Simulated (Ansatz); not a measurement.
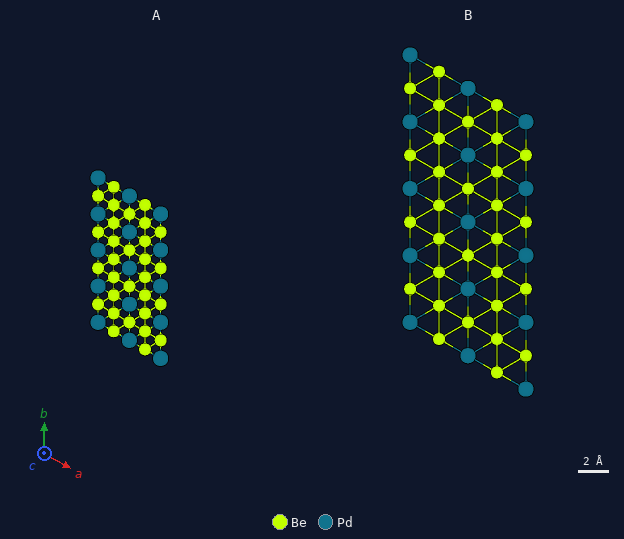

Two geometries of a crystal of Be$_{4}$Pd (a generated structure, set up in P6/mmm) (coarse preliminary run), drawn at one scale. One is the start of a relaxation, the other its converged end. Style: ball-and-stick. Shown: the cell of the calculation, repeated 2 × 4 × 1 with one cell outlined, along the c axis.

The calculation used DFT PBE, scalar-relativistic, plane waves, PAW in Ansatz 0.2.0. Set-up: plane-wave cutoff 420 eV; k-point mesh 12 × 12 × 4; occupations gaussian; smearing width 0.1 eV; no spin polarisation; cell and atoms relaxed; force threshold 0.04 eV/Å; at most 70 steps.

Which one is relaxed?

Structure B is the relaxed one. The energy falls by 24118 meV per atom in 23 accepted moves (26 points after the start). All forces vanish by symmetry, so only the cell relaxes. The pressure goes from 1141.57 to 0.00 GPa. At 3 points the geometry stayed and the basis and grid were re-selected for the new cell (energy shift of 1395 meV per atom at most each time). No atom moves by more than 0.005 Å relative to the cell. Cell: a = b 2.440 → 4.517 Å (+85.1 %), c 5.332 → 4.307 Å (−19.2 %). Volume +176.9 %. Among the contacts that change: Pd–Pd 2.440 → 4.517 Å, Be–Pd 2.113 → 3.912 Å, Be–Pd 1.220 → 2.258 Å, Be–Be 1.220 → 2.258 Å. New bonds form, among them: Be–Pd (2.67 → 2.15 Å). The space group stays P6/mmm (No. 191).
